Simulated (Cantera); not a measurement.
Input: 1 mol SO2, 0.4 mol H2O, 16 mol H2, held at 69.0 Pa.

Cantera equilibrium calculation (NASA polynomials, part measured and part estimated; ideal gas, pure solids and liquids). Candidate condensed phases: H2O, H2SO4, S; 19 gas species. Kinetics and transport are ignored.

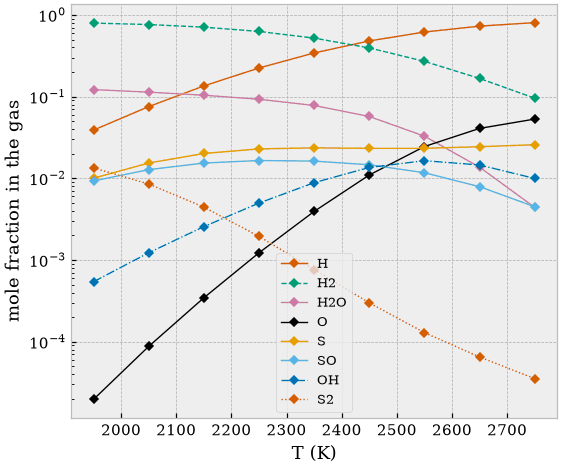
Equilibrium gas composition (values under 1e-9 drawn at 1e-9)

Problem. Read off the mole fractions at 1950 K.

Solution. H2 about 0.79, H2O about 0.12, H about 0.039, S2 about 0.013, S about 0.010, SO about 0.0093, OH about 0.00054, O about 2.0e-5.
